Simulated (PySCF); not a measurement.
C$_{4}$H$_{7}$NOSi (SMILES Nc1coc([SiH3])c1)

```xyz
14

N    -2.7416    0.1723   -0.2588
C    -1.4127   -0.0433    0.0794
C    -0.9146   -0.8300    1.0834
O     0.4338   -0.8593    1.0382
C     0.8281   -0.0844    0.0022
Si    2.6644    0.0756   -0.3115
C    -0.2750    0.4395   -0.6173
H    -2.9005    1.0477   -0.7351
H    -3.3885    0.0241    0.5016
H    -1.3982   -1.4003    1.8509
H     2.8291    0.9628   -1.4635
H     3.3156    0.6482    0.8697
H     3.2353   -1.2432   -0.5925
H    -0.2758    1.0898   -1.4688
```

Geometry: GFN2-xTB.

Method: PySCF, PBE0/pcSseg-1, SCF density, gas phase, non-relativistic.

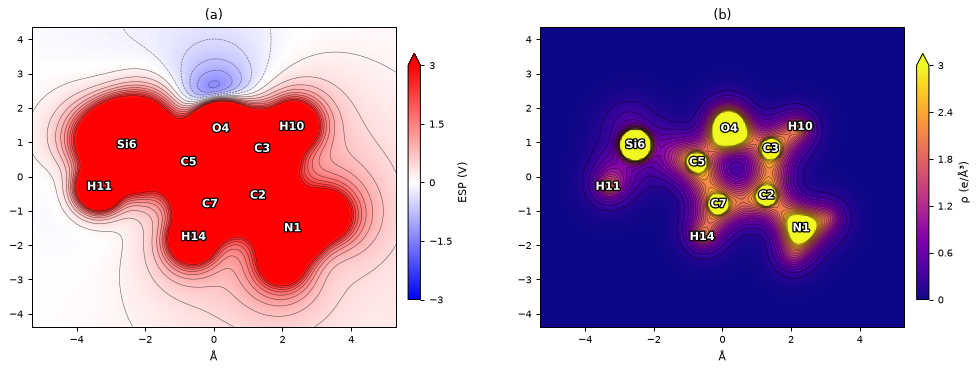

Figure 1. (a) molecular electrostatic potential; (b) electron density on the plane of atoms C2, C3 and H10.

### Interpret the plot.

The section cuts through N, C, O, Si and H sites. C–O (1.35 Å): ρ is about 2.4 e/Å³ halfway, with its minimum of 2 e/Å³ about 0.5 Å from C. C–C (1.37 Å): ρ at the midpoint is about 2.2 e/Å³. C–N (1.39 Å): ρ is about 2.2 e/Å³ halfway. C–Si (1.87 Å): the density is about 0.96 e/Å³ at the midpoint. C–C (1.42 Å): the density is about 2 e/Å³ at the midpoint. Outside the dense part of the molecule the potential is most negative (−1.3 V) near O4.

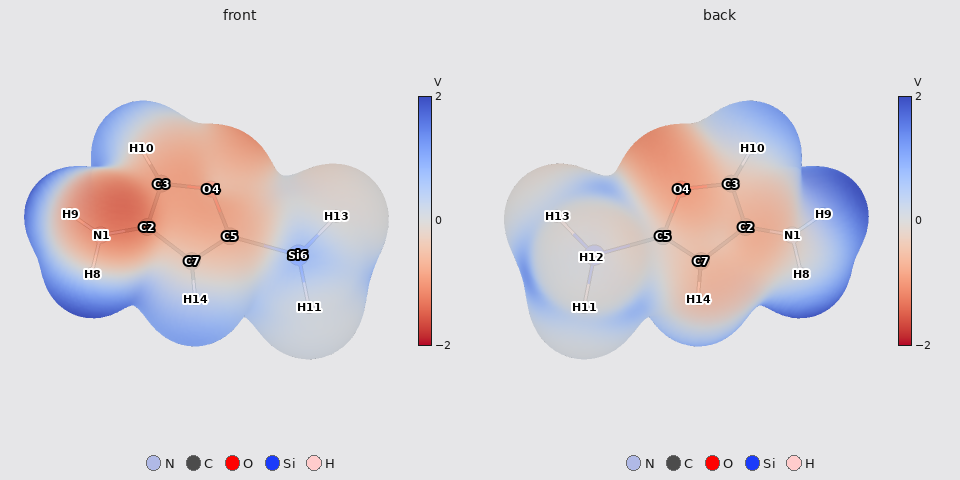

Figure 2. The electrostatic potential painted on the density surface at 0.002 e/bohr³, seen from the front and from behind; the colour scale runs from red (negative) to blue (positive).

### Which sites attract a positive test charge, and which a negative one?

A positive charge is drawn to the negative regions and a negative charge to the positive ones. The most negative region (about −1.4 V) lies over N1, the most positive (about +1.9 V) over H8 and H9. N1 is the likeliest acceptor of a hydrogen bond.

### How polar is the molecule by this calculation?

Its dipole moment is 2.21 D.
